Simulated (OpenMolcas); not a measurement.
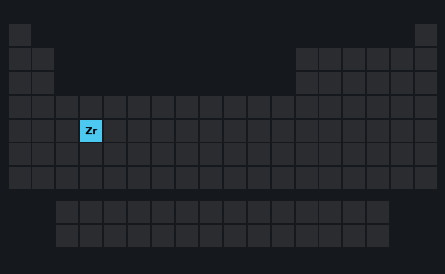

The place of zirconium in the periodic table.

Run report: Zr³⁺, multiconfigurational calculation

- system: Zr³⁺.
- method: state-averaged MS-CASPT2, IPEA shift 0.25, imaginary shift 0.1 hartree, semicore shells correlated, active space 1 electron in the shell 4d, basis ANO-RCC-VTZP, DKH2 scalar Hamiltonian, spin-orbit coupling by RASSI with atomic mean-field integrals (OpenMolcas)

What the run reported:

- outcome: refused by the program
- hardware: 1 CPU thread, shared host

What went wrong:

The input is odd on purpose: two shifts. The program refused the input; the driver noted: CASPT2 spin 2: _RC_INPUT_ERROR_.

Input file:
```
&GATEWAY
Coord
1

Zr 0.0 0.0 0.0
Basis=ANO-RCC-VTZP
Group=XYZ
NoMove
AngMom=0.0 0.0 0.0
AMFI
&SEWARD
&RASSCF
FileOrb=start.orb
Symmetry=1
Spin=2
nActEl=1 0 0
Inactive=9 9
Ras2=5 0
CIRoot=5 5 1
SDav=5
CIMx=300
Iter=120 100
PrWF=0.3
OrbListing=Nothing
MaxOrb=0
Atom
>>> COPY $Project.JobIph JOB001
&RASSI
NrOfJobIphs=1 5
1 2 3 4 5
IphNames
JOB001
EJob
SpinOrbit
DIPRint=1.0
SOCoupling=1000.0
Subsets=2
MEES
Property=10
'ANGMOM' 1 'ANGMOM' 2 'ANGMOM' 3 'MLTPL  1' 1 'MLTPL  1' 2 'MLTPL  1' 3
'AMFI' 1 'AMFI' 2 'AMFI' 3 'MLTPL  2' 6
SOProperty=3
'ANGMOM' 1 'ANGMOM' 2 'ANGMOM' 3
>>> COPY JOB001 $Project.JobIph
&CASPT2
Multistate=5 1 2 3 4 5
Frozen=8 6
IPEA=0.25
Imaginary=0.1
MaxIter=60
WThr=0.0 0.3 0.05
PrWF=0.5
NoMix
Shift=0.2
Sig2=0.3
```

The file start.orb holds starting orbitals from an earlier step.

Launched with:
```bash
OMP_NUM_THREADS=1 MOLCAS_MEM=2252 MOLCAS_PROJECT=a pymolcas a.inp > a.log  # once for each step of the input, in one work folder
```

The program's output (extracts):
```
|
   -----------------------------------------------------------------------------------------
++ ---------   Input file   ---------
>>> COPY JOB001 $Project.JobIph
&CASPT2
Multistate=5 1 2 3 4 5
Frozen=8 6
IPEA=0.25
Imaginary=0.1
MaxIter=60
WThr=0.0 0.3 0.05
PrWF=0.5
NoMix
Shift=0.2
Sig2=0.3
-- ----------------------------------
>>> COPY JOB001 a.JobIph
*** symbolic link created: INPORB -> a.RasOrb
--- Start Module: caspt2 at  ---
()()()()()()()()()()()()()()()()()()()()()()()()()()()()()()()()()()()()()()()()()()()()()()()()()()
                                              &CASPT2
                                   only a single process is used
                       available to each process: 2.3 GB of memory, 1 thread
()()()()()()()()()()()()()()()()()()()()()()()()()()()()()()()()()()()()()()()()()()()()()()()()()()
 ###    ERROR: More than one intruder-state removal technique                ###
 ###    active: SHIFt/IMAGinary/SIG1/SIG2 are mutually exclusive!            ###
--- Stop Module: caspt2 at  /rc=_RC_INPUT_ERROR_ ---
.####################.
.# User input error #.
.####################.
```
